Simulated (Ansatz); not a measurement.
Results of B3LYP (VWN-RPA form) in Ansatz (PAW) for CsCl-type FeAl.

Run with plane-wave cutoff 460 eV, 10×10×10 k mesh, Fermi–Dirac smearing 0.05 eV, no spin polarisation, scalar-relativistic PAW data made under PBE.

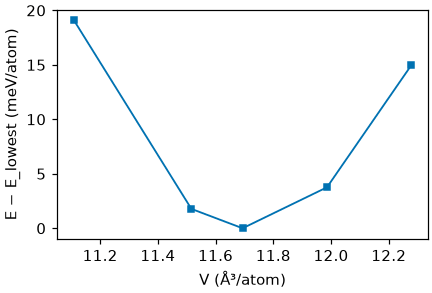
Total energy against volume

Q: From the curve, estimate the equilibrium volume and the bulk modulus.

A: V0 ≈ 11.7 Å³/atom and B0 ≈ 180 GPa; the fit gives V0 = 11.704 Å³/atom, B0 = 185 GPa, B′ = 4.2.

Measured, for comparison: bulk modulus 152 GPa (room temperature, no zero-point or thermal correction; as tabulated in Yamada et al. (2019), arXiv:1910.09660); equilibrium volume per atom 12.32 Å³/atom (room temperature, no zero-point or thermal correction; as tabulated in Liu et al. (2023), doi:10.1107/s2414314623010659). Computed (rounded) less measured: bulk modulus +22 %, equilibrium volume per atom -5.0 %.

Note: the run has no spin polarisation, so it can have missed a magnetic state.

It cost roughly 17 core-minutes of CPU time.

Ansatz is an electronic-structure program.
